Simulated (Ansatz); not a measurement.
```xyz
47

C     3.9205    3.0439    0.1498
Ge    4.1108    1.2026   -0.5619
C     4.0582    1.3116   -2.5414
C     5.6132    0.1986    0.1609
C     5.0612   -0.8810    0.8271
C     3.6267   -1.0503    0.8624
C     2.8273   -0.0962    0.2078
C     1.4228   -0.0681    0.1177
C     0.6248    0.8958   -0.5430
C    -0.7899    0.7633   -0.5305
C    -1.3831   -0.3312    0.1424
C    -2.7562   -0.6195    0.2570
C    -3.3528   -1.7046    0.9237
C    -4.7942   -1.8048    0.9138
C    -5.5487   -0.8476    0.2592
Ge   -4.2719    0.4170   -0.4879
C    -4.2750    0.5313   -2.4678
C    -4.4146    2.2625    0.2240
Ge    0.1345   -1.3527    0.8772
C     0.1610   -1.4503    2.8546
C     0.3002   -3.1877    0.1519
H     2.9475    3.4776   -0.1575
H     4.7357    3.7007   -0.2179
H     3.9573    3.0173    1.2566
H     3.0865    1.7253   -2.8793
H     4.1739    0.2967   -2.9700
H     4.8740    1.9566   -2.9281
H     6.6975    0.3748    0.1032
H     5.6913   -1.6322    1.3425
H     3.1851   -1.9125    1.3943
H     1.0866    1.7525   -1.0699
H    -1.4119    1.5184   -1.0478
H    -2.7495   -2.4690    1.4462
H    -5.2647   -2.6594    1.4385
H    -6.6477   -0.8761    0.2206
H    -4.2079   -0.4880   -2.8963
H    -3.4030    1.1175   -2.8218
H    -5.2029    1.0132   -2.8389
H    -4.4264    2.2310    1.3312
H    -3.5445    2.8691   -0.0993
H    -5.3438    2.7560   -0.1282
H    -0.6857   -2.0615    3.2271
H     1.1127   -1.8934    3.2113
H     0.0692   -0.4289    3.2733
H     1.2535   -3.6515    0.4763
H    -0.5448   -3.8199    0.4916
H     0.2870   -3.1470   -0.9550
```

Geometry: PBE-D4/def2-SVP; ⟨S²⟩ = 0.83, above the pure value of 0.75.

These are results of Ansatz 0.2.0, UKS PBE0-D4/def2-TZVP, not measurements.

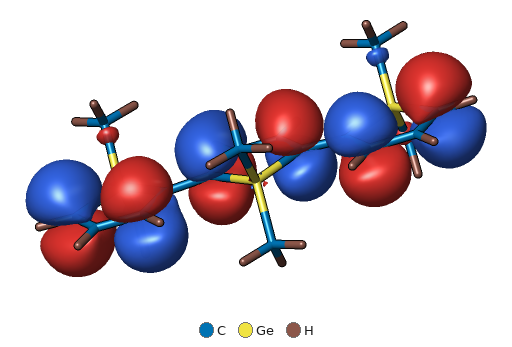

C₁₈H₂₆Ge₃ (SMILES [CH3][Ge]1([CH3])[CH]=CC=[C]1[C]1=CC=[C]([C]2=CC=[CH][Ge]2([CH3])[CH3])[Ge]1([CH3])[CH3]) (charge −1, doublet). The HOMO−1 (α) at ±0.05 Å⁻³ᐟ² (blue and red are the two phases), seen at an oblique angle.

Describe this orbital and give its energy.

Answer. It lies mainly on C6 (about 10 %), C13 (about 10 %), C4 (about 10 %), C15 (about 10 %), C11 (about 10 %) and C8 (about 10 %). Its energy is −1.90 eV.
